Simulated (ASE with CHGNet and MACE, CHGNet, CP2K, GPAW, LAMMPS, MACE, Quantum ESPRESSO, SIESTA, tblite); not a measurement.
**Machine-learned potentials on glassy 67P2O5-20BaO-13Al2O3 (mol %) (86 atoms): settings against a plane-wave reference**

How do the settings of machine-learned potentials change the result for glassy 67P2O5-20BaO-13Al2O3 (mol %) (86 atoms)? A plane-wave run serves as the yardstick.

Calculated with ASE with CHGNet and MACE; the method is named at each step.

## (1) Starting point

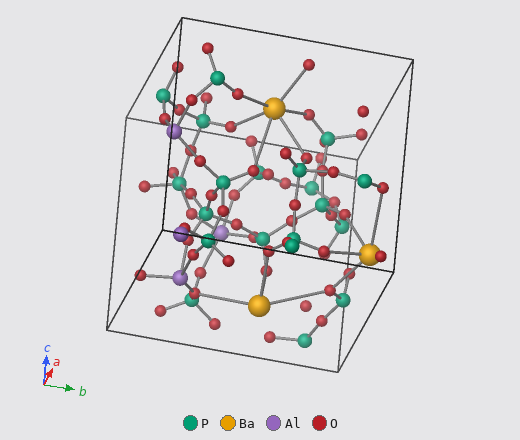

The cell as given, from a free direction (phosphorus teal, barium orange, aluminium purple, oxygen red). Bonds to atoms that aren't drawn are left out.

The cell holds 86 atoms: 20 P, 3 Ba, 4 Al and 59 O. Its edges and angles: a = 10.717 Å, b = 10.717 Å, c = 10.717 Å, α = 90.0°, β = 90.0°, γ = 90.0°. 86 atoms (20 P, 3 Ba, 4 Al, 59 O) placed at random at 2.81 g/cm³, melted at 4000 K for 10 ps at fixed volume with the Morse and Coulomb pair potential with partial charges (Pedone, Malavasi, Menziani, Cormack and Segre, J. Phys. Chem. B 110, 11780 (2006)). Quenched from 4000 K to 300 K at 20 K/ps and fixed volume, held 10 ps at zero pressure, then minimised at fixed cell.

The yardstick, on the same geometry:

```
method                                           : Kohn-Sham DFT, PBE, SSSP efficiency 1.3.0 pseudopotentials, plane waves (Quantum ESPRESSO 7.5); sssp-pbe-1.3.0-efficiency, cutoffs 60/480 Ry, Γ point
r.m.s. force component                           : 1.237 eV/Å
longest force                                    : 5.06 eV/Å
pressure                                         : 3.063 GPa
gap (highest filled to lowest empty level) : 1.303 eV
time                                             : 10 min on 2 MPI ranks of Arm Neoverse V1, shared host
CPU time                                         : 21 min
```

## (2) CHGNet 0.3.0 potential

Method: machine-learned interatomic potential CHGNet 0.3.0, trained on PBE(+U) plane-wave data.

File run.py:

```python
import numpy as np
from ase.io import read
import mlip  # loads the published weights by name

atoms = read("structure.xyz")
atoms.calc = mlip.calc("chgnet-0.3.0")
energy = atoms.get_potential_energy()
forces = atoms.get_forces()
print(f"energy {energy:.6f} eV")
print("forces (eV/A)")
for i, (a, f) in enumerate(zip(atoms, forces)):
    print(f"{i:4d} {a.symbol:2s} {f[0]:10.5f} {f[1]:10.5f} {f[2]:10.5f}")
stress = -atoms.get_stress(voigt=False) * 160.21766
print("stress (GPa, compression positive)")
for row in stress:
    print(" ".join(f"{x:10.4f}" for x in row))
```

File structure.xyz:

```xyz
86
Lattice="10.71682 0.00000 0.00000 0.00000 10.71682 0.00000 0.00000 0.00000 10.71682" Properties=species:S:1:pos:R:3 pbc="T T T"
P 7.74837 6.59395 2.23446
P 7.61334 3.18182 4.48874
P 3.48811 6.04525 4.15148
P 2.55339 2.18934 6.62353
P 7.63702 2.74651 1.44913
P 2.08196 5.86060 8.12260
P 10.55071 1.90513 8.11510
P 4.53514 3.13864 4.35832
P 6.90228 0.22977 8.61182
P 10.43036 9.06514 4.40365
P 3.34043 9.98711 1.92174
P 0.57924 8.96162 0.97737
P 0.99774 3.55305 1.77385
P 4.82932 2.56539 8.78104
P 5.49323 8.19237 8.68159
P 10.29876 6.05490 0.59307
P 4.82675 8.34176 5.69010
P 0.71278 8.61386 8.52716
P 8.95005 6.35186 5.11450
P 2.14744 9.86698 6.16935
Ba 7.99325 5.13078 8.42674
Ba 4.35724 5.98717 0.36234
Ba 6.77057 10.34002 2.66474
Al 0.94029 4.62720 5.37556
Al 3.99641 2.33745 1.21775
Al 9.84383 1.03053 0.40895
Al 8.74610 0.51409 6.00196
O 4.10669 8.35612 9.23040
O 4.18331 2.49402 3.06362
O 4.52893 9.11123 1.68179
O 3.44824 9.07115 5.97623
O 0.24274 7.41583 1.00942
O 8.06130 6.79425 6.22390
O 10.33434 10.13490 0.86613
O 0.86420 3.85945 3.24838
O 5.70971 1.25966 8.67205
O 0.20437 2.33262 1.34175
O 7.46587 0.28475 7.19956
O 3.62936 2.36113 7.82114
O 0.09956 8.95819 2.94659
O 2.15847 5.90025 4.84711
O 6.16624 2.40335 1.37936
O 7.92252 4.45048 5.18694
O 6.24062 9.56455 8.82573
O 8.97469 6.11073 1.39994
O 5.35123 8.10760 7.11822
O 0.84631 8.88885 10.02505
O 10.09160 0.90964 7.02970
O 6.51861 5.76608 2.06181
O 6.06304 3.01121 4.54522
O 3.25384 6.38819 2.72668
O 7.65181 8.05240 1.96396
O 10.04295 8.78618 8.04126
O 10.06481 6.11223 9.85326
O 2.44858 3.37301 1.37315
O 10.51749 1.34025 9.52243
[... 26 atom lines left out ...]
O 5.75718 9.23158 4.94721
O 1.36832 7.25518 8.19890
O 9.63796 3.07401 7.97728
O 8.25763 6.42323 3.69612
```

Run with:

```bash
> OMP_NUM_THREADS=1 python run.py > output.txt
```

Log:

```text
CHGNet v0.3.0 initialized with 412,525 parameters
CHGNet will run on cpu
energy -649.825439 eV
forces (eV/A)
   0 P    -1.94746    0.87333   -0.01516
   1 P     1.02799    1.65985   -0.15395
   2 P    -3.53588   -0.07200   -2.40694
   3 P    -2.14993    2.10602    0.27857
   4 P    -1.51590    1.07766   -1.81897
   5 P     1.51750   -1.12978   -0.04117
   6 P    -1.86561    0.61065   -0.81826
   7 P    -0.88701   -0.73833   -1.24208
   8 P     1.99525    1.32212    0.77198
   9 P    -1.14456   -1.84950   -2.90154
  10 P     2.16169    1.14356    3.16539
  11 P    -0.37283    0.92351   -1.19046
  12 P    -0.33661   -1.80258    3.15154
  13 P     2.15809    1.42463   -0.16020
  14 P    -3.25112    0.02571    2.39375
  15 P    -1.30930   -0.12650   -2.03111
  16 P     1.95390    2.30263   -0.93721
  17 P    -3.45743   -0.99494   -0.22861
  18 P    -0.29443    1.15912   -0.01503
  19 P    -0.64848   -1.25623    1.52513
  20 Ba    0.19545   -0.29407    0.01476
  21 Ba   -0.03078    0.48688   -0.16140
  22 Ba   -0.60618   -0.69115   -0.34881
  23 Al    1.44418    0.49867   -0.04948
[...]
78 O    -0.41160   -0.06521    0.01394
  79 O    -1.75683   -1.41368   -1.54849
  80 O     1.37787   -2.68777    0.15794
  81 O    -1.61281   -0.57419   -1.25280
  82 O    -0.57527   -0.68872    0.19994
  83 O    -0.42050    0.89560    0.00878
  84 O     0.02012    1.24879    0.09593
  85 O     0.59268   -0.74302    1.05194
stress (GPa, compression positive)
    2.5678     0.1447     0.0042
    0.1447     3.5955    -0.4722
    0.0042    -0.4722     1.0068
```

It took 4.4 s on 1 thread of Arm Neoverse V1, shared host; peak memory 1.1 GiB.

Banners, paths, timers and routine set-up lines are dropped from the logs unmarked, and long logs keep their key lines alone; longer cuts are marked.

Compared with the plane-wave run:

```
r.m.s. force component                  : 1.086 eV/Å
r.m.s. difference of force components   : 377.6 meV/Å
longest difference of force vectors     : 2756 meV/Å
force difference over r.m.s. force      : 30.52 %
slope of forces against the reference's : 0.8391
correlation of force components         : 0.9554
pressure                                : 2.39 GPa
pressure difference                     : -0.673 GPa
```

Length of the force difference by element (eV/Å):

```csv
element,atoms,mean,most
Al,4,0.58,0.88
Ba,3,0.41,0.67
O,59,0.45,1.7
P,20,0.74,2.8
```

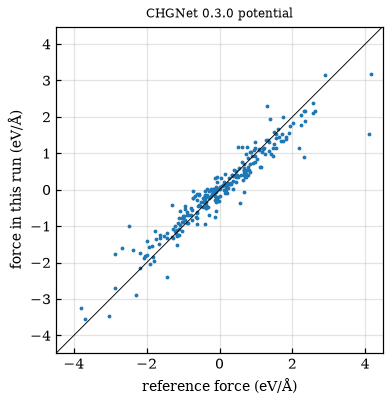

Force components against those of the reference; the line marks equality.

The surroundings of Ba22, one of the 3 Ba atoms, nearest first, numbered as they follow in the input and with coordinates relative to it.

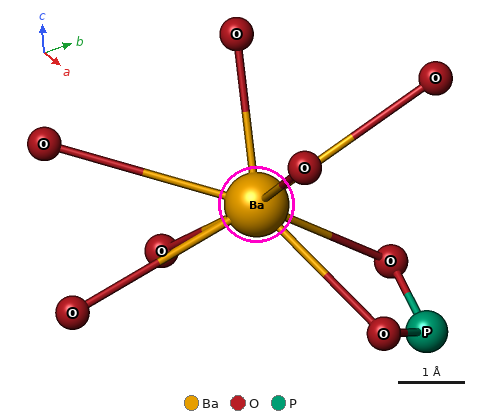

The atoms of the table, within 3.4 Å (arrows a, b, c point along x, y, z); some may hide others; the central atom is ringed.

```csv
atom,x,y,z,distance (Å),Fx,Fy,Fz (eV/Å)
Ba22,0.00,0.00,0.00,0.00,-0.03,0.49,-0.16
O51,-1.10,0.40,2.36,2.64,1.12,0.10,-0.13
O68,-2.08,-0.63,-1.56,2.68,-0.15,-0.23,1.14
O49,2.16,-0.22,1.70,2.76,0.07,-0.33,-0.31
O62,1.88,1.09,-1.75,2.79,1.34,-0.72,-0.48
O28,-0.25,2.37,-1.85,3.02,0.22,0.05,-0.05
O76,-0.02,-3.27,-0.88,3.39,-0.92,-0.20,0.83
O55,-1.91,-2.61,1.01,3.39,1.84,0.16,-1.31
O30,0.17,3.12,1.32,3.40,0.62,-1.00,-0.78
P15,1.14,2.21,-2.40,3.45,-3.25,0.03,2.39
```

Atoms are counted from 1 here, from 0 in the log.

Forces lie 31 % from the reference's, at 0.0034 times its CPU time (on 1 against 2 cores).

## (3) MACE MP-0b2 small potential

Method: machine-learned interatomic potential MACE MP-0b2 small, trained on PBE(+U) plane-wave data.

Changes to run.py since step 2:

```diff
@@ -5,3 +5,3 @@
 atoms = read("structure.xyz")
-atoms.calc = mlip.calc("chgnet-0.3.0")
+atoms.calc = mlip.calc("mace-mp-0b2-small")
 energy = atoms.get_potential_energy()
```

structure.xyz is that of step 2.

Log:

```text
energy -608.527231 eV
forces (eV/A)
   0 P    -1.46466    0.84151    0.27348
   1 P     0.85694    1.77507   -0.21929
   2 P    -3.25249   -0.17894   -1.77995
   3 P    -2.43359    2.23022    0.13444
   4 P    -1.24961    0.91557   -1.52859
   5 P     1.56011   -1.09667   -0.29655
   6 P    -1.96591    0.43739   -0.77365
   7 P    -0.59222   -0.34722   -1.16251
   8 P     1.47889    0.99457    0.39253
   9 P    -0.90801   -1.68822   -2.44531
  10 P     2.00242    1.00306    2.87701
  11 P     0.03551    0.75246   -0.60874
  12 P    -0.35527   -1.91193    2.65839
  13 P     2.48769    1.42585   -0.02238
  14 P    -3.07941    0.02212    2.08112
  15 P    -1.37190   -0.04405   -1.76804
  16 P     1.80251    1.89072   -0.58730
  17 P    -2.92128   -1.38820   -0.40151
  18 P    -0.45803    0.54925   -0.08847
  19 P    -0.51134   -1.23594    1.20872
  20 Ba    0.15055   -0.30381   -0.09153
  21 Ba    0.00091    0.62360   -0.22369
  22 Ba   -0.50425   -0.71800   -0.28534
  23 Al    1.38327    0.67895    0.12360
[...]
78 O    -0.33987   -0.00480   -0.03310
  79 O    -2.19673   -1.48824   -1.55426
  80 O     1.18400   -2.42359    0.15286
  81 O    -1.56644   -0.51825   -0.95373
  82 O    -0.41162   -0.64574    0.20047
  83 O    -0.50517    1.00915    0.01391
  84 O    -0.01612    1.29150    0.13044
  85 O     0.51906   -0.63764    0.99101
stress (GPa, compression positive)
    2.3723     0.0021     0.0721
    0.0021     3.1149    -0.4259
    0.0721    -0.4259     0.6662
```

Elapsed: 7.5 s, on 1 thread; peak memory 0.67 GiB.

Compared with the plane-wave run:

| Quantity | Value |
| --- | --- |
| r.m.s. force component | 1.031 eV/Å |
| r.m.s. difference of force components | 347.2 meV/Å |
| longest difference of force vectors | 2670 meV/Å |
| force difference over r.m.s. force | 28.07 % |
| slope of forces against the reference's | 0.8079 |
| correlation of force components | 0.9694 |
| pressure | 2.051 GPa |
| pressure difference | -1.012 GPa |

Against the first run (31 %), the force difference from the reference is 28 %, at 1.7 times the CPU time.

## (4) MACE MP-0b3 medium potential

Method: machine-learned interatomic potential MACE MP-0b3 medium, trained on PBE(+U) plane-wave data.

Changes to run.py since step 3:

```diff
@@ -5,3 +5,3 @@
 atoms = read("structure.xyz")
-atoms.calc = mlip.calc("mace-mp-0b2-small")
+atoms.calc = mlip.calc("mace-mp-0b3-medium")
 energy = atoms.get_potential_energy()
```

structure.xyz is that of step 3.

Log:

```text
energy -608.169773 eV
forces (eV/A)
   0 P    -1.59822    0.82716    0.16697
   1 P     0.73054    1.19030   -0.49495
   2 P    -3.39978   -0.32868   -1.87756
   3 P    -1.94656    2.24463    0.41527
   4 P    -1.24066    0.93687   -1.88831
   5 P     1.37310   -1.36281    0.06772
   6 P    -2.11251    0.50027   -0.62599
   7 P    -0.72912   -0.23748   -1.48108
   8 P     1.89291    1.13341    0.68053
   9 P    -1.07241   -1.57027   -1.92463
  10 P     2.41509    1.37024    2.88687
  11 P     0.00308    0.60285   -0.96588
  12 P    -0.14402   -2.01107    2.93048
  13 P     2.54072    1.27135    0.05811
  14 P    -3.13451    0.10510    2.29872
  15 P    -1.37770   -0.39254   -1.77075
  16 P     1.88503    1.69443   -0.59985
  17 P    -3.18412   -1.57456   -0.95675
  18 P    -0.29296    0.68727   -0.23948
  19 P    -0.72493   -1.23800    1.51729
  20 Ba    0.21031   -0.37274    0.00247
  21 Ba   -0.12726    0.62060   -0.26518
  22 Ba   -0.72460   -0.71028   -0.29916
  23 Al    1.49562    0.64812   -0.02608
[...]
78 O    -0.59211    0.07286    0.00356
  79 O    -2.43173   -1.68839   -1.52369
  80 O     1.16271   -2.43709    0.24295
  81 O    -1.52636   -0.52981   -0.98839
  82 O    -0.35200   -0.52477    0.03010
  83 O    -0.57602    1.32175    0.13139
  84 O    -0.00444    1.22645    0.02933
  85 O     0.45937   -0.63075    1.14152
stress (GPa, compression positive)
    2.1250     0.0034     0.0215
    0.0034     3.0940    -0.5843
    0.0215    -0.5843     0.6793
```

It took 8.9 s on 1 thread; peak memory 1 GiB.

Compared with the plane-wave run:

| Quantity | Value |
| --- | --- |
| r.m.s. force component | 1.064 eV/Å |
| r.m.s. difference of force components | 325.2 meV/Å |
| longest difference of force vectors | 2877 meV/Å |
| force difference over r.m.s. force | 26.29 % |
| slope of forces against the reference's | 0.8354 |
| correlation of force components | 0.9712 |
| pressure | 1.966 GPa |
| pressure difference | -1.097 GPa |

Against the first run (31 %), the force difference from the reference is 26 %, at 2.1 times the CPU time.

## (5) All runs compared

Differences are against the plane-wave reference, forces as r.m.s. over components; share is that over the reference's r.m.s. force, slope the least-squares factor from reference forces to these. Total energies of different programs have different zeros and aren't compared.

```csv
run,"Δ force, r.m.s. (meV/Å)",share (%),slope,Δ pressure (GPa),cores,CPU time,memory (GiB)
reference,-,-,-,-,2,21 min,3.7
CHGNet 0.3.0 potential,378,30.5,0.839,-0.673,1,4.3 s,1.1
MACE MP-0b2 small potential,347,28.1,0.808,-1.01,1,7.3 s,0.67
MACE MP-0b3 medium potential,325,26.3,0.835,-1.10,1,8.9 s,1.0
```

Times of the machine-learned potentials are mostly Python's start and the loading of weights.

CPU time is summed over cores on a shared host, where runs went side by side, so it is rough. Symmetry, cutoffs, thresholds, outputs and thread counts weren't matched or tuned between programs; memory under MPI is the largest rank's times the ranks.

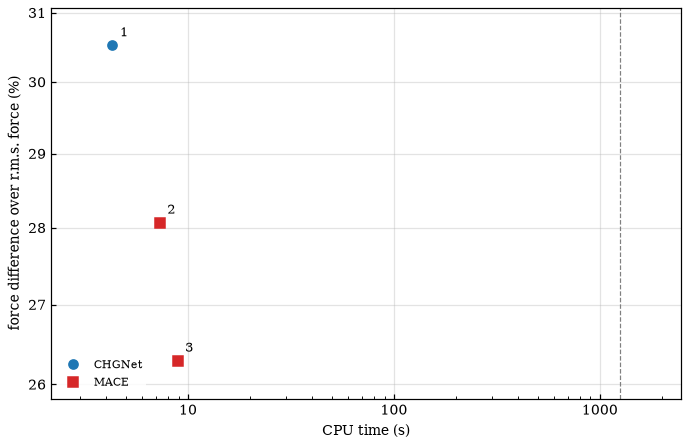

Force difference against CPU time; the dashed line marks the reference's time. Points: 1 CHGNet 0.3.0 potential; 2 MACE MP-0b2 small potential; 3 MACE MP-0b3 medium potential.

## (6) Outcome

```yaml
nearest_in_forces: MACE MP-0b3 medium potential, 26 %
its_cpu_time: 8.9 s
```

In words: Machine-learned potentials differ by 26 % (MACE MP-0b3 medium potential) to 31 % (CHGNet 0.3.0 potential); they were trained on other programs' data. Among those trained on PBE data the slope goes as low as 0.81, which softening far from their training structures can give, though the reference's k-sampling is untested too. The reference's pressure holds the uncorrected Pulay stress of its 60 Ry basis, so small pressure differences, and their order, may be the reference's own error. In our tests on small cells the SSSP efficiency potentials stood apart from two norm-conserving sets, for C–F bonds most and for P–O bonds less, so differences between them and other runs here needn't be the other run's error. Machine-learned potentials mimic data converged in k, so the reference's own k-point error enters their differences. The quench rate of 20 K/ps is many orders above laboratory rates, so the cell is likely richer in defects and strain than a real sample. The network of bonds at the start is that of the classical potential that made the cell, and needn't be the one that DFT or experiment would give. The reference's pressure of 3.1 GPa belongs to a cell and atoms that aren't relaxed at this level. The electronic-structure runs sample only Γ, in a cell whose shortest periodic width is 11 Å. Spin–orbit coupling is left out, which matters for the levels of the heavy elements.

[Also dropped from logs without a mark: logging warnings of Python, and SIESTA's first energy breakdown and zero terms.]

[Logs are printed without paths, hosts, clocks, repeated set-up lines and the standing remarks that a program may print on its own settings, such as how far it seeks lower states.]

[Hosts, paths, dates, database ids (printed as entryN), source tags and the programs' standing remarks are cut or masked in the printed files.]
